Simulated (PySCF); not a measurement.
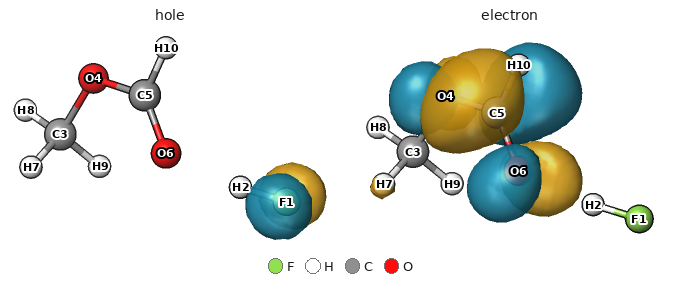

Figure 1: C2H5FO2, SMILES `F.COC=O`. Leading natural transition orbital pair of S₂ (TDA singlet states); the surfaces enclose about 85 % of each orbital's density.

Level of theory: B3LYP/def2-SVP (PySCF), at an unrelaxed start geometry of a pair search. Without diffuse functions Rydberg states are missing, so the states' numbers hold for this basis only.

Characterise the state.

Answer. 7.23 eV (172 nm), f = 0.004, charge transfer, whose energy this functional puts too low; the leading pair carries 100 %; hole on F1 (94 %) and H2 (5 %), electron on C5 (46 %), O6 (28 %) and O4 (15 %); their centroids lie 3.4 Å apart; S₃ lies within 0.1 eV of it. In canonical orbitals it is mainly HOMO−1 → LUMO (99 %). The HOMO–LUMO gap is 7.97 eV.
